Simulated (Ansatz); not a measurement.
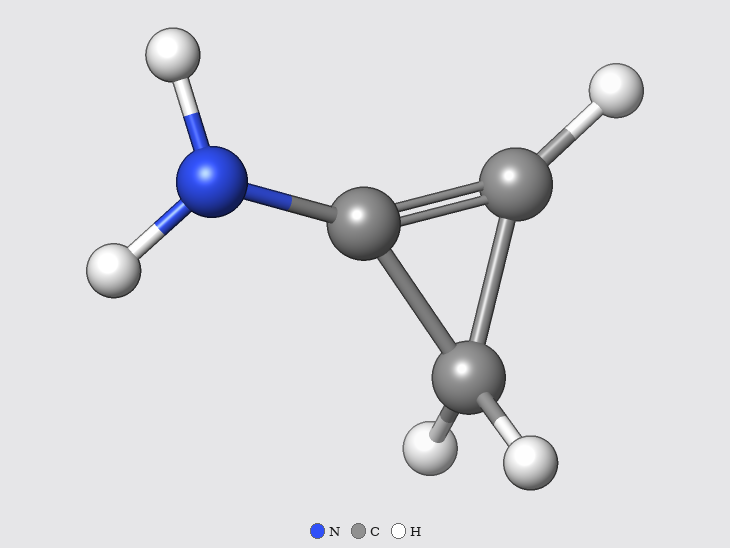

The picture shows a molecular structure as a ball-and-stick model. Multiple sticks mark multiple bonds (one Kekulé form).

Computed geometry: PBE0-D4/def2-TZVP optimisation. No frequency run is at hand to confirm it as a minimum.

Identify the structure.

It has 9 atoms: 3 carbon, 5 hydrogen and 1 nitrogen (C₃H₅N). Its SMILES string is `NC1=CC1`. Independent rings (smallest set): 1 of 3 members. Among its groups: alkene.

More results for the same structure follow; atom numbers are the same in all pictures, views and colours differ.

### Electronic properties

No frequency run is at hand to confirm it as a minimum. Method: RKS PBE-D4/def2-TZVPP (Ansatz 0.2.0).

> Give the dispersion correction at this level.

−13.0 kJ/mol.

### Dipole moment

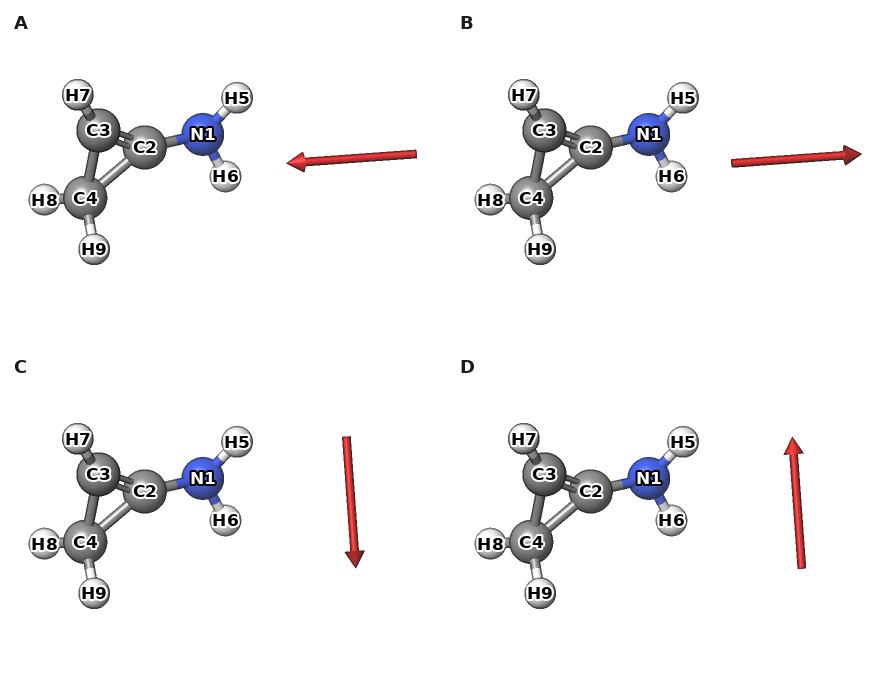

The same molecule four times, each with an arrow. No frequency run is at hand to confirm it as a minimum. Level of theory: RKS PBE0-D4/def2-TZVP (Ansatz 0.2.0).

> Which arrow points along the dipole moment, from the negative to the positive end?

B. The dipole moment is 2.08 D; it points from the side of H8 to the side of H5 (the outermost atoms at the two ends).

### Charges

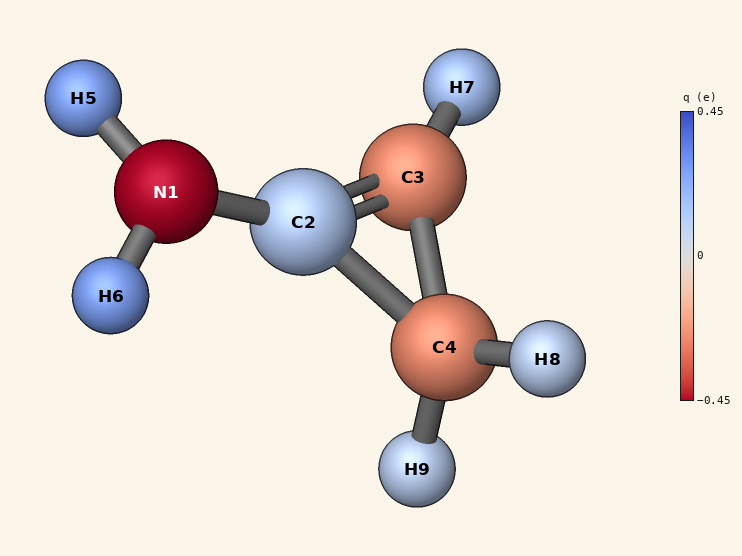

Atoms are coloured by their Mulliken charges. No frequency run is at hand to confirm it as a minimum. Level of theory: RKS PBE0-D4/def2-TZVP (Ansatz 0.2.0).

> Which atom carries the highest charge (most positive or least negative)?

H5, H6 (0.25 e).

> And the lowest?

N1 (−0.45 e).

List the Mulliken charges.

| atom | value (e) |
| --- | --- |
| N1 | −0.45 |
| C2 | 0.12 |
| C3 | −0.25 |
| C4 | −0.25 |
| H5 | 0.25 |
| H6 | 0.25 |
| H7 | 0.15 |
| H8 | 0.09 |
| H9 | 0.09 |

Mulliken values depend strongly on the basis set and can even reverse the polarity of a bond.
